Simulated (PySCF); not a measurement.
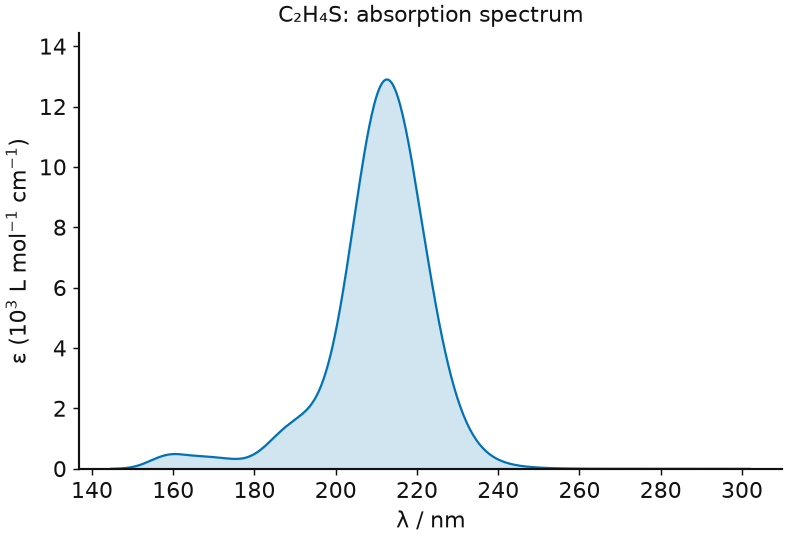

Computed absorption of C₂H₄S (enethiol tautomer), SMILES C=CS. Vertical TDDFT excitations, ωB97X-D/aug-cc-pVTZ in PySCF 2.14.0, at a PBE0-D3(BJ)/def2-TZVP geometry (no frequency check), gas phase. Only the first 10 singlet excitations are included; each is broadened by a Gaussian of 1/e half-width 0.33 eV.

> Which of the computed transitions is the brightest, and what character does the calculation give it?

S2 at 5.82 eV (213 nm), f = 0.255, mainly HOMO → LUMO+3 (96 %).

> Does any vertical transition fall in the visible?

No singlet lies below 3.1 eV (beyond 400 nm), so at this level no vertical transition falls in the visible.

> List the transitions behind the spectrum.

```tsv
state	E (eV)	λ (nm)	f	main character
S1	5.31	234	0.002	HOMO → LUMO (34 %)
S2	5.82	213	0.255	HOMO → LUMO+3 (96 %)
S3	5.98	207	0.005	HOMO → LUMO (38 %)
S4	6.18	201	0.009	HOMO → LUMO+1 (69 %)
S5	6.52	190	0.027	HOMO → LUMO+2 (68 %)
S6	7.22	172	0.005	HOMO → LUMO+4 (38 %)
S7	7.35	169	0.001	HOMO → LUMO+7 (92 %)
S8	7.51	165	0.002	HOMO → LUMO+6 (44 %)
S9	7.79	159	0.008	HOMO → LUMO+8 (39 %)
S10	8.06	154	0.000	HOMO → LUMO+10 (32 %)
```

Note: core orbitals are frozen in the response.
